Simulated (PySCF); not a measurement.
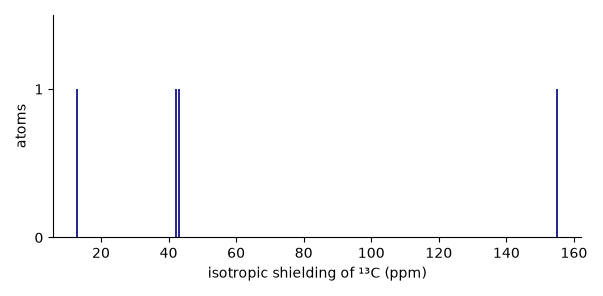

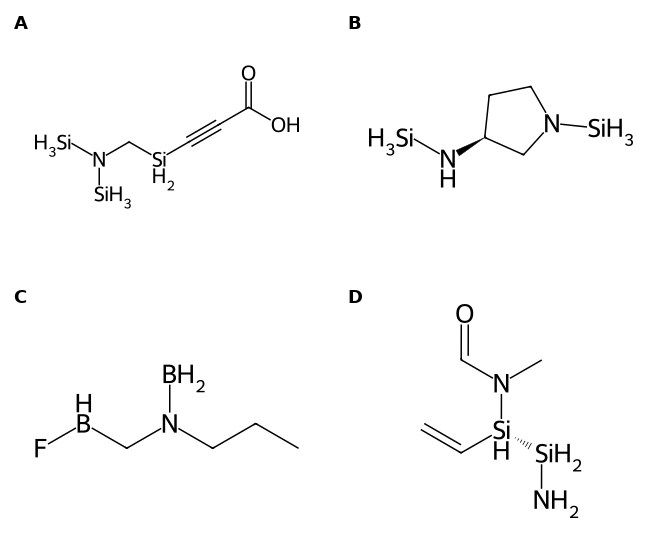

The sticks are computed shieldings of one of the molecules, for one fixed geometry (GFN2-xTB) without averaging over rotations. Low shielding means a high chemical shift. Method: GIAO PBE0/pcSseg-1 NMR shielding, non-relativistic, gas phase (PySCF 2.14.0).

Match the spectrum to a structure.

D, `C=C[Si@@H]([SiH2]N)N(C)C=O`. Its 4 C atoms give lines at 12.9, 42.2, 43.0, 155.0 ppm.

The geometry is semi-empirical. Around B, Si such bond lengths and angles can be off by a tenth of an ångström or more and by several degrees, and values that hang on the shape move with them.
